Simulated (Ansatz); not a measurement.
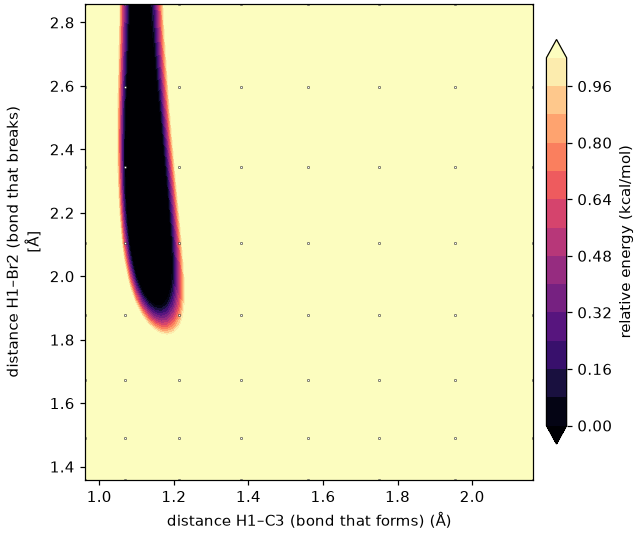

The reacting system CH₃BrF (fragments BrH + CH₂F where the first distance is long, CH₃F + Br where the second is long), spin multiplicity 2. The first coordinate is: distance H1–C3 (bond that forms); the second: distance H1–Br2 (bond that breaks). Relaxed at each point: all other coordinates. The scan uses an 8 × 8 grid. Points are written as (first, second). All energies are given in kcal/mol relative to the lowest grid point. Method: Ansatz 0.2.0, UKS B3LYP-D4/def2-SVP.

The picture shows filled contours, dots at the grid points, one colour for all values above the top of the scale. Between grid points the surface is interpolated.

> Where is the minimum, and how stiff is the well along each coordinate?

The interpolated minimum is at the first coordinate ≈ 1.126 Å, the second coordinate ≈ 2.222 Å. The curvatures there are about 29 eV/Å² and 0.6 eV/Å², with a cross term of about 1.7 eV/Å². Round the minimum the valley is somewhat tilted: raising the first coordinate shifts the best value of the second coordinate downwards (coupling k₁₂/√(k₁₁k₂₂) about 0.4). (1 eV is 23.1 kcal/mol.)
